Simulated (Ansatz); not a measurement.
# F2H3Si (charge −1): what the fields show

```yaml
atoms:
  - { symbol: F, position_ang: [0.4120, -0.2083, -1.6762] }
  - { symbol: Si, position_ang: [0.0000, 0.0000, 0.0000] }
  - { symbol: F, position_ang: [-0.4120, 0.2083, 1.6762] }
  - { symbol: H, position_ang: [-1.4316, -0.3616, -0.3069] }
  - { symbol: H, position_ang: [0.9859, -1.0774, 0.3762] }
  - { symbol: H, position_ang: [0.4457, 1.4391, -0.0693] }
```

Geometry: PBE0-D4/def2-TZVP.

Method: RKS PBE0-D4/def2-TZVPPD in Ansatz.

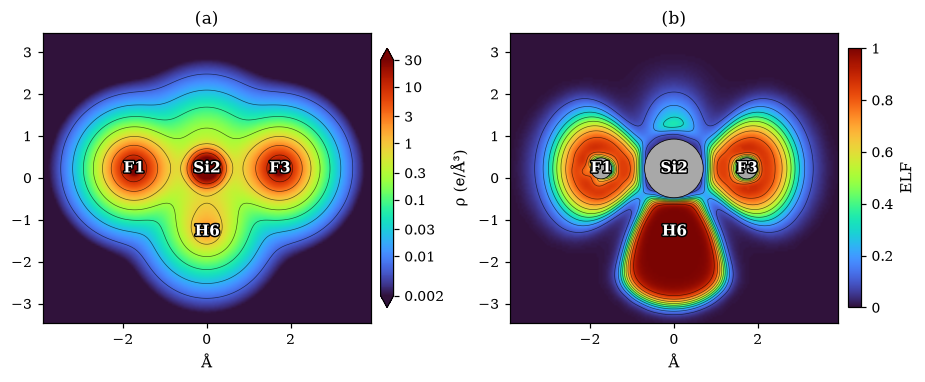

Figure 1. (a) total electron density; (b) ELF on the plane of atoms F1, Si2 and H6. Grey discs cover the atomic cores in the ELF map.

What do the fields say about this system?

- The section cuts through F, Si and H sites.
- Si–F (1.74 Å): ρ at the midpoint is about 0.83 e/Å³; the ELF peaks at about 0.85 in the valence shell of F, 0.6 Å from its nucleus, and is about 0.55 at the midpoint.
- Si–H (1.51 Å): ρ is about 0.77 e/Å³ halfway; the ELF climbs to about 1 towards the hydrogen, as it does in any bond to H.
- The ELF also peaks beside F3 and F1, away from the bonds: lone-pair regions.

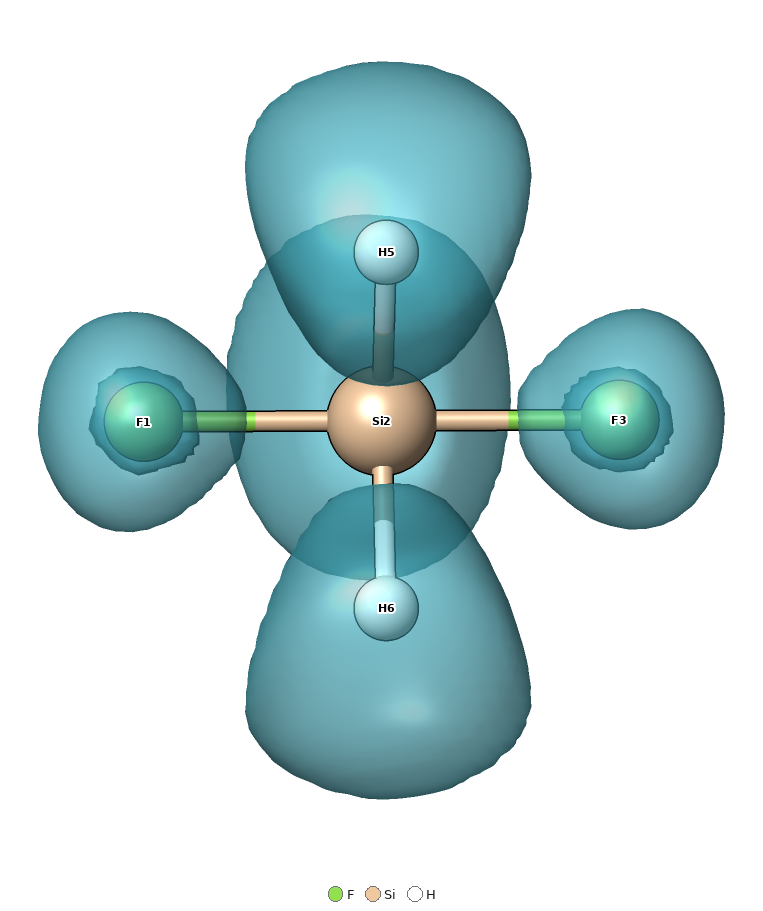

Figure 2. Isosurface of the ELF at 0.75 (cyan), seen across its widest extent. Core shells and regions of very low density are left out.

Where are the electrons localised?

The surface consists of three regions around hydrogen nuclei and two regions wrapped around F (its lone pairs, merged into a ring or cap).
